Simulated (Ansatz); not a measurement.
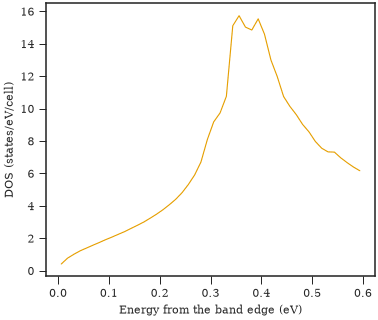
Fig. 1. Density of states of CaF₂ (Pmc2_1) below the valence band maximum, PBEsol, rigid bands run with Ansatz (an electronic-structure program); cell volume 83.7 Å³.

Problem. What effective density of states at 300 K does this give (∫ g(E) exp(−E/k_BT) dE, both spins, divided by the cell's size)?

Solution. 2.6e20 cm⁻³, a density-of-states mass of 4.7 mₑ, valleys and band degeneracy included.

Spin-orbit coupling is left out; where it splits the top of the valence band, N_v and the p-type Seebeck coefficient come out somewhat high without it. Geometry: cell and atoms relaxed with PBEsol.

Computed structure with no diffraction record at hand here (it may be known, metastable or hypothetical): CaF2 (Pmc2_1).
